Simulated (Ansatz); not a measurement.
# C2H5ClInN: rotation by 120° about the In3–C4 bond, part 2 of 2

Wanted: the energy profile along the rotation by 120° about the In3–C4 bond, from relaxed end points and a band of images. SMILES of the start: C=[N][In]([CH3])[Cl].

Ansatz 0.2.0; RKS PBE0-D4/def2-SVP. The steps go on from the part before.

## (6) Frequencies at the highest image

The geometry is the highest inner image of the first converged band.

Input file input.yaml:

```yaml
crystal:
  periodic: [false, false, false]
  atoms:
    - { symbol: C, position_ang: [-0.85258, 2.078827, 1.316928] }
    - { symbol: "N", position_ang: [-0.657965, 0.830164, 1.385458] }
    - { symbol: In, position_ang: [0.127941, -0.112405, -0.304411] }
    - { symbol: C, position_ang: [0.639523, -2.149552, -0.705189] }
    - { symbol: Cl, position_ang: [0.468569, 1.510248, -2.017056] }
    - { symbol: H, position_ang: [-0.642352, 2.721881, 0.435214] }
    - { symbol: H, position_ang: [-1.268177, 2.612612, 2.197364] }
    - { symbol: H, position_ang: [0.932526, -2.248603, -1.758298] }
    - { symbol: H, position_ang: [-0.223634, -2.795509, -0.492532] }
    - { symbol: H, position_ang: [1.476146, -2.447662, -0.057469] }
basis:
  gaussian: { orbitals: def2-SVP }
hamiltonian:
  xc: pbe0
  dispersion: d4
phonons: {}
```

Run with:

```console
$ ansatz run input.yaml --threads 2 --pin off --max-ram 3072MiB --backend cpu --events-out ev --progress --plain --runs-dir out
```

Log, cut to the lines that bear on the results:

```text
Warning: RAYON_NUM_THREADS=2 ignored (pool sized by the plan → 2); use --threads N
[...]
Functional definition: PBE0
[...]
1300 factors; integrals over basis functions are off by at most 3.4e-4 eV
[...]
mean field -21327.34274877 eV, -783.7653898253 hartree, gradient 5.5e-5 eV, S^2 0.000000; 0 other end points of the search recorded, 0 dependent functions left out
[...]
reference -21327.34278389 eV, -783.7653911159 hartree; 31, 31 occupied and 80, 80 virtual orbitals, 1300 factors
[...]
WARN: phonons: modes at or below zero, which the zero-point energy, F, S and C_V leave out: 1, the lowest at -21.62 cm⁻¹. A minimum has none, and a first-order saddle one
[...]
Atom 7 at     0.932526    -2.248603    -1.758298 Å, force     0.000030    -0.001690     0.000227 eV/Å
Atom 8 at    -0.223634    -2.795509    -0.492532 Å, force    -0.000092    -0.001277     0.003085 eV/Å
Atom 9 at     1.476146    -2.447662    -0.057469 Å, force    -0.001044    -0.000221     0.003155 eV/Å
Dipole moment:     0.014901    -0.404995     0.159794 e Å
Vibrations: -21.62 72.17 86.73 105.11 118.04 289.74 342.56 478.77 498.04 535.89 714.24 742.21 1121.54 1184.79 1205.16 1423.62 1428.51 1491.43 1742.44 2973.00 3049.07 3076.86 3193.76 3210.18 cm⁻¹, zero-point energy 1.802969 eV
```

Wall time 1.9 min (2 threads of AMD EPYC 7R13 (Zen 3), shared host); peak memory 0.29 GiB.

Of 24 modes, none is imaginary by more than 30 cm⁻¹.

## (7) Another band, settings changed

crystal.atoms is end A as relaxed above, and neb.final_atoms is end B, turned to lie on A. With 5 inner images the band has 7 in all. The start path is listed, through a guess of the saddle.

Input file input.yaml:

```yaml
crystal:
  periodic: [false, false, false]
  atoms:
    - { symbol: C, position_ang: [-0.969007, 2.064612, 1.257317] }
    - { symbol: "N", position_ang: [-0.90041, 0.801028, 1.259793] }
    - { symbol: In, position_ang: [0.195615, -0.104726, -0.269904] }
    - { symbol: C, position_ang: [0.610403, -2.154782, -0.713585] }
    - { symbol: Cl, position_ang: [1.075197, 1.582025, -1.704303] }
    - { symbol: H, position_ang: [-0.499959, 2.742548, 0.511394] }
    - { symbol: H, position_ang: [-1.54208, 2.580166, 2.057169] }
    - { symbol: H, position_ang: [-0.124998, -2.512029, -1.448937] }
    - { symbol: H, position_ang: [0.538701, -2.763924, 0.197299] }
    - { symbol: H, position_ang: [1.616538, -2.234917, -1.146232] }
basis:
  gaussian: { orbitals: def2-SVP }
hamiltonian:
  xc: pbe0
  dispersion: d4
neb:
  order_check: false
  images: 5
  f_tol: 0.05
  max_iterations: 3
  final_atoms:
    - { symbol: C, position_ang: [-0.82674472, 2.08490544, 1.32637366] }
    - { symbol: "N", position_ang: [-0.59575821, 0.84376173, 1.4133578] }
    - { symbol: In, position_ang: [0.12226229, -0.11707783, -0.29706498] }
    - { symbol: C, position_ang: [0.65819524, -2.14770711, -0.69699194] }
    - { symbol: Cl, position_ang: [0.30847018, 1.47618252, -2.06054375] }
    - { symbol: H, position_ang: [-0.68268688, 2.71300789, 0.42081054] }
    - { symbol: H, position_ang: [-1.20964182, 2.63064315, 2.2144762] }
    - { symbol: H, position_ang: [1.4846065, -2.16684842, -1.41985112] }
    - { symbol: H, position_ang: [-0.2112947, -2.66173527, -1.1317553] }
    - { symbol: H, position_ang: [0.95259211, -2.6551311, 0.23119988] }
  initial_path:
    images:
      - { positions_ang: [[-0.969007, 2.064612, 1.257317], [-0.90041, 0.801028, 1.259793], [0.195615, -0.104726, -0.269904], [0.610403, -2.154782, -0.713585], [1.075197, 1.582025, -1.704303], [-0.499959, 2.742548, 0.511394], [-1.54208, 2.580166, 2.057169], [-0.124998, -2.512029, -1.448937], [0.538701, -2.763924, 0.197299], [1.616538, -2.234917, -1.146232]] }
      - { positions_ang: [[-0.94180479, 2.08695392, 1.28771926], [-0.83931928, 0.833796, 1.30813609], [0.17648468, -0.09379288, -0.29444073], [0.6231526, -2.18145283, -0.71910437], [0.90152585, 1.56179867, -1.80444807], [-0.54798476, 2.75384915, 0.50445005], [-1.46590333, 2.60260034, 2.10880825], [0.13210974, -2.47396075, -1.56766201], [0.33505878, -2.80391499, 0.05040383], [1.62668051, -2.28587564, -0.8738513]] }
      - { positions_ang: [[-0.91460259, 2.10929585, 1.31812151], [-0.77822856, 0.866564, 1.35647917], [0.15735436, -0.08285975, -0.31897747], [0.63590221, -2.20812366, -0.72462373], [0.72785471, 1.54157234, -1.90459314], [-0.59601052, 2.76515029, 0.4975061], [-1.38972666, 2.62503469, 2.16044751], [0.38921749, -2.4358925, -1.68638703], [0.13141656, -2.84390598, -0.09649134], [1.63682301, -2.33683428, -0.60147059]] }
      - { positions_ang: [[-0.88740038, 2.13163777, 1.34852377], [-0.71713784, 0.899332, 1.40482226], [0.13822404, -0.07192663, -0.3435142], [0.64865181, -2.23479449, -0.7301431], [0.55418356, 1.52134601, -2.00473821], [-0.64403628, 2.77645144, 0.49056214], [-1.31354999, 2.64746903, 2.21208676], [0.64632523, -2.39782426, -1.80511204], [-0.07222566, -2.88389696, -0.2433865], [1.64696552, -2.38779291, -0.32908989]] }
      - { positions_ang: [[-0.86718183, 2.11606033, 1.3411404], [-0.67667796, 0.88080857, 1.40766744], [0.13290345, -0.08697703, -0.32803113], [0.65183295, -2.20576536, -0.71909271], [0.4722791, 1.50629152, -2.02334006], [-0.65691982, 2.75530359, 0.46731161], [-1.27891394, 2.64186041, 2.21288324], [0.92575232, -2.32083231, -1.67669173], [-0.118582, -2.80984307, -0.53950944], [1.41550772, -2.47690564, -0.14232663]] }
      - { positions_ang: [[-0.84696327, 2.10048288, 1.33375703], [-0.63621809, 0.86228515, 1.41051262], [0.12758287, -0.10202743, -0.31254805], [0.6550141, -2.17673624, -0.70804233], [0.39037464, 1.49123702, -2.0419419], [-0.66980335, 2.73415574, 0.44406107], [-1.24427788, 2.63625178, 2.21367972], [1.20517941, -2.24384037, -1.54827142], [-0.16493835, -2.73578917, -0.83563237], [1.18404991, -2.56601837, 0.04443663]] }
      - { positions_ang: [[-0.82674472, 2.08490544, 1.32637366], [-0.59575821, 0.84376173, 1.4133578], [0.12226229, -0.11707783, -0.29706498], [0.65819524, -2.14770711, -0.69699194], [0.30847018, 1.47618252, -2.06054375], [-0.68268688, 2.71300789, 0.42081054], [-1.20964182, 2.63064315, 2.2144762], [1.4846065, -2.16684842, -1.41985112], [-0.2112947, -2.66173527, -1.1317553], [0.95259211, -2.6551311, 0.23119988]] }
```

Run with:

```console
$ ansatz run input.yaml --threads 2 --pin off --max-ram 3072MiB --backend cpu --events-out ev --progress --plain --runs-dir out
```

Log:

```text
Warning: RAYON_NUM_THREADS=2 ignored (pool sized by the plan → 2); use --threads N
Engine: ansatz 0.2.0, x86_64-unknown-linux-gnu
Functional definition: PBE0
  parameter a = 0.25
  parameter kappa = 0.804
  parameter beta = 0.06672455060314922
  exchange = (1 - a)*pbe_x(kappa = kappa, mu = beta*pi^2/3) + a*exact_x
  correlation = pbe_c(beta = beta)
1301 factors; integrals over basis functions are off by at most 3.3e-4 eV
mean field evaluation 1: about -21318.3594 eV, gradient 6.0e1 eV
mean field evaluation 2: about -21307.2497 eV, gradient 8.7e1 eV
mean field evaluation 4: about -21327.2243 eV, gradient 5.9e0 eV
mean field evaluation 8: about -21327.3427 eV, gradient 3.7e-1 eV
mean field evaluation 16: about -21327.3431 eV, gradient 5.5e-5 eV
mean field -21327.34305794 eV, -783.7654011870 hartree, gradient 5.5e-5 eV, S^2 0.000000; 0 other end points of the search recorded, 0 dependent functions left out
[... 4 lines left out ...]
mean field -21327.34302053 eV, -783.7653998120 hartree, gradient 5.7e-5 eV, S^2 0.000000; 0 other end points of the search recorded, 0 dependent functions left out
[... 2 lines left out ...]
NEB end point (image 0): max|allowed force component| = 1.501e-2 eV/Å (the criterion of neb.relax_end_points is 1.000e-2)
NEB end point (image 6): max|allowed force component| = 5.752e-3 eV/Å (the criterion of neb.relax_end_points is 1.000e-2)
[... 1 line left out ...]
mean field -21326.98897366 eV, -783.7523888297 hartree, gradient 6.3e-5 eV, S^2 0.000000; 0 other end points of the search recorded, 0 dependent functions left out
[... 4 lines left out ...]
mean field -21326.89588524 eV, -783.7489678934 hartree, gradient 6.9e-5 eV, S^2 0.000000; 0 other end points of the search recorded, 0 dependent functions left out
[... 3 lines left out ...]
mean field -21327.18917871 eV, -783.7597462295 hartree, gradient 6.9e-5 eV, S^2 0.000000; 0 other end points of the search recorded, 0 dependent functions left out
[... 4 lines left out ...]
mean field -21326.61994005 eV, -783.7388270948 hartree, gradient 7.0e-5 eV, S^2 0.000000; 0 other end points of the search recorded, 0 dependent functions left out
[... 3 lines left out ...]
mean field -21326.72828163 eV, -783.7428085744 hartree, gradient 6.5e-5 eV, S^2 0.000000; 0 other end points of the search recorded, 0 dependent functions left out
[... from here on, the SCF cycles and remarks between the steps are left out ...]
NEB iter   1: max|band force component| = 4.825e0 eV/Å  barrier→ = 0.7257 eV  barrier← = 0.7258 eV  Δτ_max = 0.1568 Å  (194 SCF iters)
NEB iter   2: max|band force component| = 8.000e-1 eV/Å  barrier→ = 0.0442 eV  barrier← = 0.0442 eV  Δτ_max = 0.1308 Å  (157 SCF iters)
NEB iter   3: max|band force component| = 1.919e0 eV/Å  barrier→ = 0.1545 eV  barrier← = 0.1546 eV  Δτ_max = 0.0677 Å  (163 SCF iters)
[...]
this run last wrote the band of iteration 3 to <dir>
Error: NEB band did not converge after 3 iterations: max|band force component| = 1.92e0 eV/Å (threshold 5.0e-2); raise `neb.max_iterations` in a new run, which can start from the last band evaluated (`neb.initial_path`, with `crystal.atoms` and `neb.final_atoms` set to its first and last images), add images, or start from endpoints closer to local minima. Where this run's directory can be resumed (`checkpoint.write`), a resume goes on for up to `neb.max_iterations` more; to start a new run from the last band, take its images' positions from the `neb_iteration` event of iteration 3 (`data.images[].positions_ang`), in the event stream of the run that computed that iteration (not this run's, if it was resumed behind it). With `checkpoint.write`, `steps/00-neb/state/checkpoint.json` in the run directory holds the last saved band, under `neb.evaluated.images[].positions_ang` (a band under a hybrid functional on support functions is neither saved nor resumed: `neb.initial_path` says where its path is): check the last entry of `neb.iterations` there, which is earlier than 3 if that iteration was not saved or its write failed. If the band's step has no `state` directory and holds `state.next`, a write was cut short, and the file is under `state.next` instead (behind a loss of power it can be under `state.prev`)
this run wrote the band of iteration 3 to <dir> as well, whether or not its events were kept: a new run's `neb.initial_path` can list its `images[].positions_ang`
a run's events are kept only if it was started with --events-out <file>, and are in that file
```

It took 44 s on 2 threads of AMD EPYC 7R13 (Zen 3), shared host; peak memory 0.3 GiB.

## (8) Images and barrier

The run ended unconverged after 3 band iterations. The table shows its last band, which is no minimum-energy path. The 5 inner images lie between the fixed ends 0 and 6. Energy is taken from image 0, and the path length is the program's own coordinate along the band.

```
image  path (Å)  energy (eV)  dihedral Cl5–In3–C4–H9 (°)  band force (eV/Å)
    0     0.000       0.0000                         156                  -
    1     0.543       0.0344                         175              0.821
    2     1.086       0.0143                        -166              0.534
    3     1.628       0.1545                        -146              1.919
    4     2.171       0.1004                        -126              1.551
    5     2.714       0.0122                        -106              0.480
    6     3.257      -0.0001                         -85                  -
```

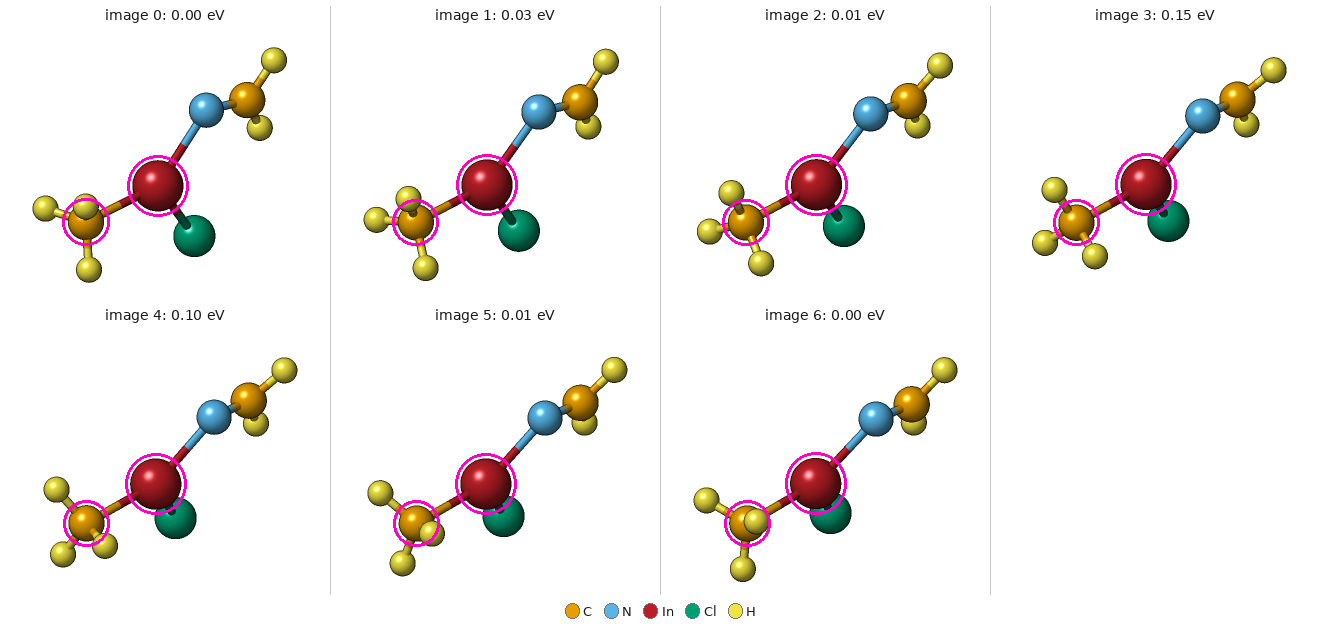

The images of the last band, seen from a free direction. Ringed: In3, C4. Sticks join atoms closer than a bonding distance in each image.

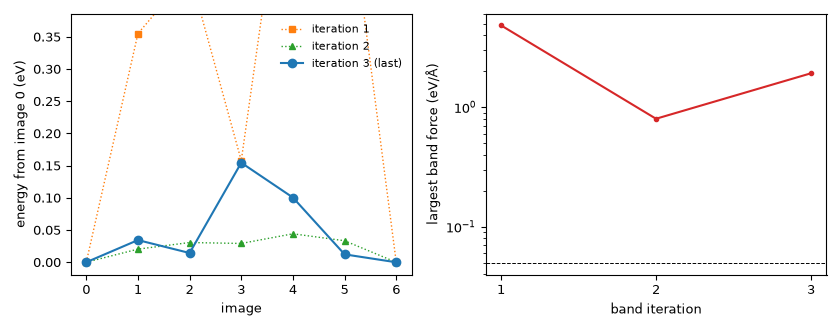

Left: energy of each image for early iterations and the last one (lines only join the points; early values far above the last band run off the scale). Right: the largest band force by iteration, with the threshold dashed.

## (9) The band again, with other settings

crystal.atoms is end A as relaxed above, and neb.final_atoms is end B, turned to lie on A. With 5 inner images the band has 7 in all. The start path is listed, through a guess of the saddle.

Edit input.yaml of step 7 so:

```diff
@@ -22,3 +22,5 @@
   f_tol: 0.05
-  max_iterations: 3
+  max_iterations: 60
+  optimiser: lbfgs
+  climbing: true
   final_atoms:
```

Run with:

```console
$ ansatz run input.yaml --threads 2 --pin off --max-ram 3072MiB --backend cpu --events-out ev --progress --plain --runs-dir out
```

Log, cut to the lines that bear on the results:

```text
Warning: RAYON_NUM_THREADS=2 ignored (pool sized by the plan → 2); use --threads N
[...]
Functional definition: PBE0
[...]
1301 factors; integrals over basis functions are off by at most 3.3e-4 eV
[...]
mean field -21327.34305794 eV, -783.7654011870 hartree, gradient 5.5e-5 eV, S^2 0.000000; 0 other end points of the search recorded, 0 dependent functions left out
[...]
reference -21327.34309290 eV, -783.7654024719 hartree; 31, 31 occupied and 80, 80 virtual orbitals, 1301 factors
[...]
Atom 6 at    -1.299868     2.607256     2.196012 Å, force     0.000316     0.012226    -0.009266 eV/Å
Atom 7 at     0.625542    -2.318719    -1.792252 Å, force    -0.000396    -0.002334     0.001580 eV/Å
Atom 8 at    -0.083912    -2.834538    -0.218006 Å, force    -0.001333     0.012397     0.002409 eV/Å
Atom 9 at     1.638501    -2.354387    -0.315063 Å, force    -0.003315     0.002421     0.000383 eV/Å
Dipole moment:     0.003001    -0.405510     0.162660 e Å
this run last wrote the band of iteration 25 to <dir>
```

It took 5.4 min on 2 threads of AMD EPYC 7R13 (Zen 3), shared host; peak memory 0.3 GiB.

## (10) What the band shows

The 5 inner images lie between the fixed ends 0 and 6. Energy is taken from image 0, and the path length is the program's own coordinate along the band.

```
image  path (Å)  energy (eV)  dihedral Cl5–In3–C4–H9 (°)  band force (eV/Å)
    0     0.000       0.0000                         156                  -
    1     0.539      -0.0001                         175              0.013
    2     1.079       0.0002                        -166              0.022
   3*     1.619       0.0009                        -146              0.031
    4     2.155       0.0006                        -126              0.023
    5     2.692       0.0003                        -106              0.014
    6     3.229      -0.0001                         -85                  -
```

The star marks the climbing image.

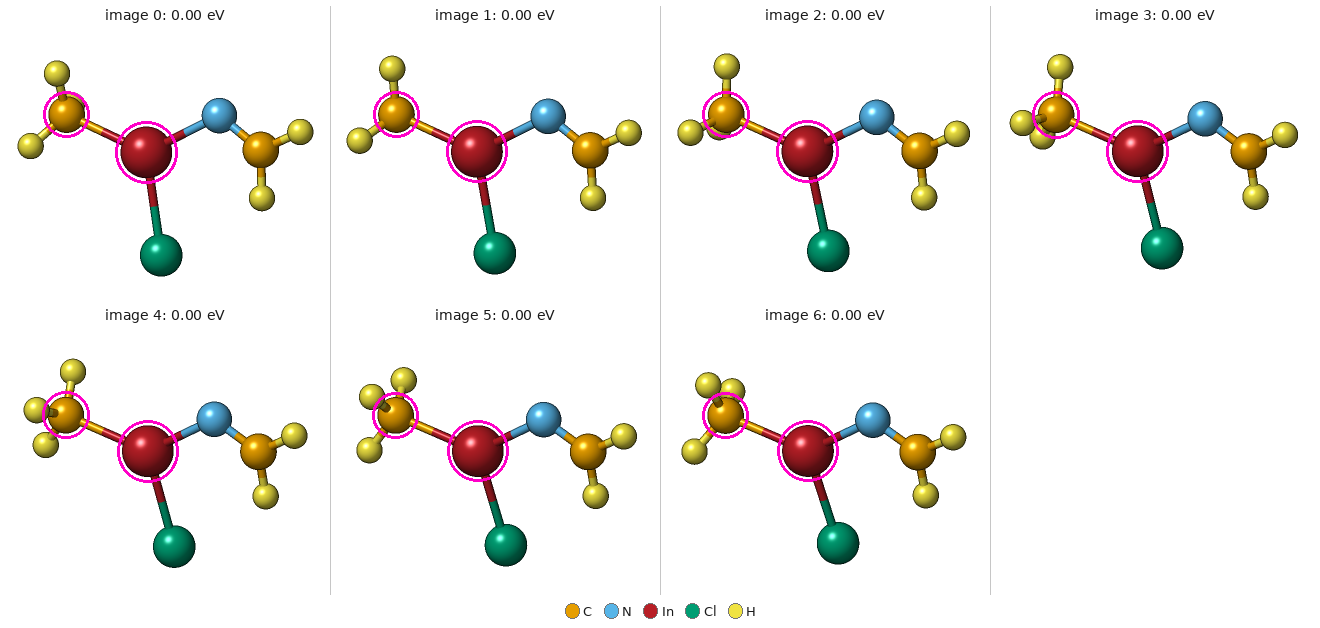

The images of the last band, seen from a chosen angle. Ringed: In3, C4. Sticks join atoms closer than a bonding distance in each image.

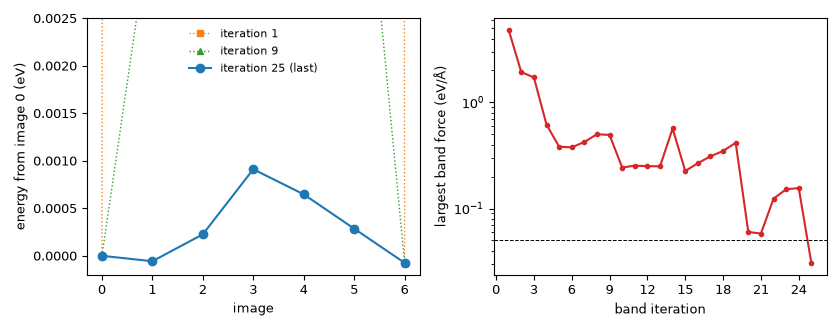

Left: energy of each image for early iterations and the last one (lines only join the points; early values far above the last band run off the scale). Right: the largest band force by iteration, with the threshold dashed.

## (11) Results

What follows sums up all 2 parts.

```
                                quantity                                                       value
                                   end A                                     7 moves, 0.157 eV lower
                                   end B                                     8 moves, 0.162 eV lower
            first band: barrier forwards                                                    0.000 eV
           first band: barrier backwards                                                    0.000 eV
first band: second end relative to first                                                    0.000 eV
               first band: highest image                                       4 of 0 to 6, climbing
             first band: band iterations                                                           7
              imaginary modes at the top                                           none over 30 cm⁻¹
                             second band  not converged, 3 iterations, 5 inner images, none climbing
             time, first and second band                                            1.8 min and 44 s
                              third band   top 0.001 eV above image 0, 25 iterations, 5 inner images
              time, first and third band                                         1.8 min and 5.4 min
```

In the first band: the top lies 0.000 eV above the first end, or 0.0 kT at room temperature. The two ends lie within 1 meV of each other. Both sides of the top are under 10 meV high, within the band's own error, so no barrier is resolved. The listed dihedral goes from 156° at end A through -126° at the highest image to -85° at end B. The image tested for vibrations has no imaginary mode over 30 cm⁻¹, but on so flat a path that settles little. As for the second band: the cap on iterations is too low for the band to settle. The third band's top lies 1 meV above the first's. These are electronic energies, with no zero-point or thermal terms.
